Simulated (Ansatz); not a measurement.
**CH₃Cl₃SSi: small, medium and large basis sets**

How large a basis does CH₃Cl₃SSi need? Two functionals are run in growing sets.

Computed with Ansatz 0.2.0, Gaussian basis. Level: one geometry, several basis sets.

Levels to be run: PBE0-D4/def2-SVP; ωB97M-V/def2-SVP; PBE0-D4/def2-QZVPP; ωB97M-V/def2-QZVPP; the functionals' def2-TZVPP values are taken from earlier runs.

**1. The relaxed structure**

An earlier PBE0-D4 in a triple-zeta def2 set relaxation fixed the geometry.

9 atoms, charge 0, spin multiplicity 1.

Atoms are counted from 1 here; the program's logs count them from 0.

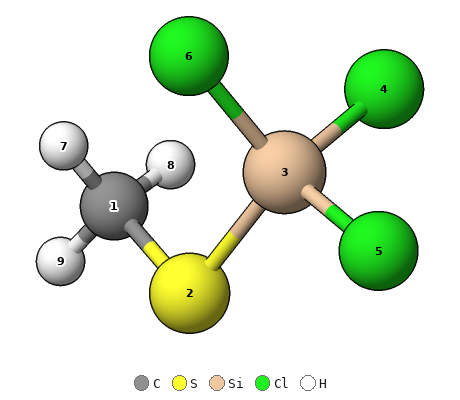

The geometry (carbon grey, sulfur yellow, silicon light orange, chlorine green, hydrogen white); atoms are numbered from 1 in the order of the file.

**2. PBE0-D4 in def2-SVP**

The input, in.yaml:

```yaml
crystal:
  periodic: [false, false, false]
  atoms:
    - {symbol: C, position_ang: [-0.036772, -1.321230, 0.863544]}
    - {symbol: S, position_ang: [1.208679, -0.591718, -0.241325]}
    - {symbol: Si, position_ang: [0.181920, 1.137881, -0.821124]}
    - {symbol: Cl, position_ang: [-1.579877, 0.709376, -1.753478]}
    - {symbol: Cl, position_ang: [1.394648, 2.149216, -2.092632]}
    - {symbol: Cl, position_ang: [-0.281972, 2.325811, 0.769640]}
    - {symbol: H, position_ang: [-0.246921, -0.659143, 1.702151]}
    - {symbol: H, position_ang: [-0.951637, -1.550021, 0.319104]}
    - {symbol: H, position_ang: [0.400433, -2.246374, 1.236919]}
basis:
  gaussian: {orbitals: def2-SVP}
hamiltonian: {xc: pbe0, dispersion: d4}
output: {orbitals: {seedname: orbitals}}
```

Command:

```console
ansatz run in.yaml --threads 4 --pin off --events-out ev --progress --plain --max-ram 11315MiB
```

After this run come: ωB97M-V in def2-SVP; PBE0-D4 in def2-QZVPP; ωB97M-V in def2-QZVPP.

Before running them: what should the planned runs give, taken together? Wanted: PBE0-D4: double and triple zeta above quadruple; ωB97M-V: double and triple zeta above quadruple.

As calculated:

| quantity | value |
| --- | --- |
| PBE0-D4: double and triple zeta above quadruple | 22.65, 1.75 eV |
| ωB97M-V: double and triple zeta above quadruple | 22.43, 1.66 eV |

In words: PBE0-D4 gains 20.91 eV from double to triple zeta, then 1.75 eV more. Total energies overstate the basis error of differences, where much of it tends to cancel. The LUMO of ωB97M-V is positive and keeps falling with the basis (1.98 to 1.15 eV): an unbound level that the basis holds in place.
